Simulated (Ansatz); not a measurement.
## Electronic structure of FGeH4Si (charge +1) in real space

```xyz
7

F     0.6774    1.3279   -2.3218
Ge    1.2663    1.8897    0.8300
Si    0.3577    2.5644   -1.3689
H     1.1332    3.7751   -1.7000
H    -1.0824    2.7413   -1.1018
H     1.1948    2.7759    2.0978
H     1.9743    0.5476    1.1310
```

Geometry: B3LYP/6-31G*.

Computed with Ansatz, isolated molecule in a Gaussian basis; Kohn-Sham density functional theory, functional PBE0.

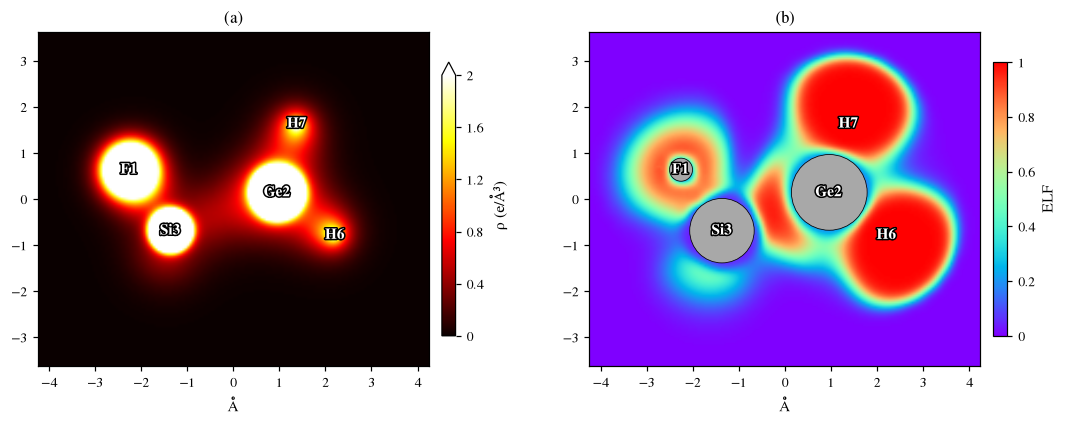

Figure 1. (a) total electron density; (b) ELF on the plane of atoms Si3, Ge2 and H6. Grey discs cover the atomic cores in the ELF map.

Question: Read the bonding off the picture.

Answer: The plane passes through F, Ge, Si and H nuclei. Si–F (1.59 Å): ρ at the midpoint is about 1.2 e/Å³; the ELF peaks at about 0.85 in the valence shell of F, 0.6 Å from its nucleus, and is about 0.55 at the midpoint. Si–Ge (2.47 Å): ρ at the midpoint is about 0.55 e/Å³; the ELF peaks at about 0.95 between the atoms (localised, covalent bonding). Ge–H (1.55 Å): ρ is about 1.1 e/Å³ halfway; the ELF climbs to about 1 towards the hydrogen. The ELF also peaks beside F1, away from the bonds: lone-pair regions.

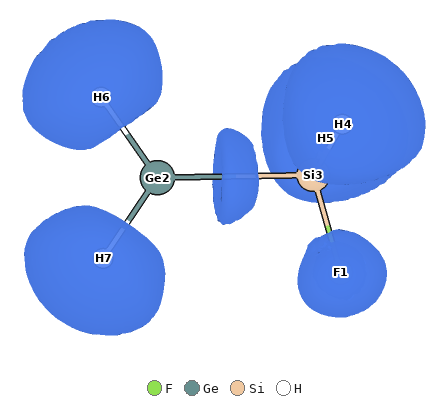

Figure 2. Isosurface of the ELF at 0.8 (blue), seen across its widest extent. Only the valence region is drawn (cores and ρ < 0.01 e/Å³ removed).

Question: What do the ELF domains correspond to?

Answer: The ELF exceeds this value in one region between bonded Ge–Si atoms (shared pairs), four regions around hydrogen nuclei and one region wrapped around F (its valence shell).

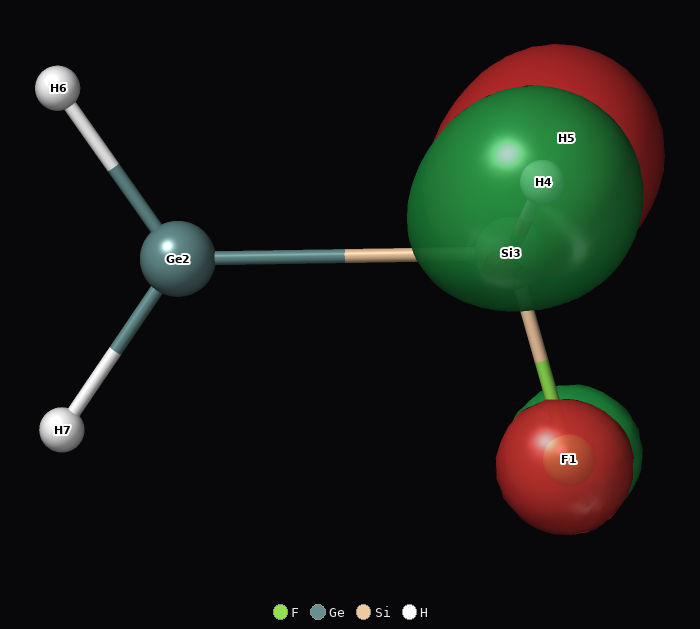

Figure 3. The HOMO−1 at ±0.2 Å⁻³ᐟ² (green and red are the two phases), seen across its widest extent.

Question: What is the character of this orbital?

Answer: By Hirshfeld shares it lies mainly on Si3 (about 35 %), H4 (about 25 %), H5 (about 25 %) and F1 (about 15 %). Its energy is −15.34 eV.

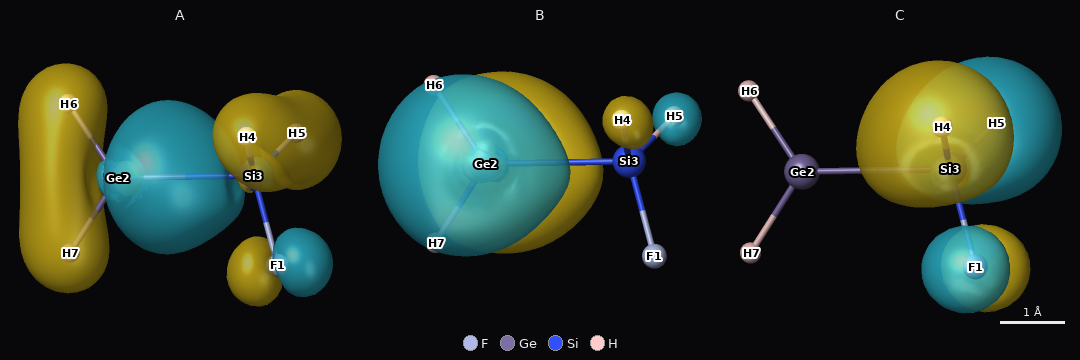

Figure 4. Three frontier orbitals at ±0.1 Å⁻³ᐟ² (yellow and cyan are the two phases), in no order.

Question: Which picture is the HOMO−1, the HOMO and the LUMO?

Answer: C is the HOMO−1 (−15.34 eV). It lies mainly on Si3 (about 35 %), H4 (about 25 %), H5 (about 25 %) and F1 (about 15 %). A is the HOMO (−14.39 eV). By Hirshfeld shares it lies mainly on Ge2 (about 40 %), Si3 (about 25 %), F1 (about 10 %), H7 (about 5 %) and H6 (about 5 %). B is the LUMO (−9.38 eV). Its weight (Hirshfeld) is mainly on Ge2 (about 80 %).

Question: What is the HOMO–LUMO gap?

Answer: 5.01 eV between the orbital energies.
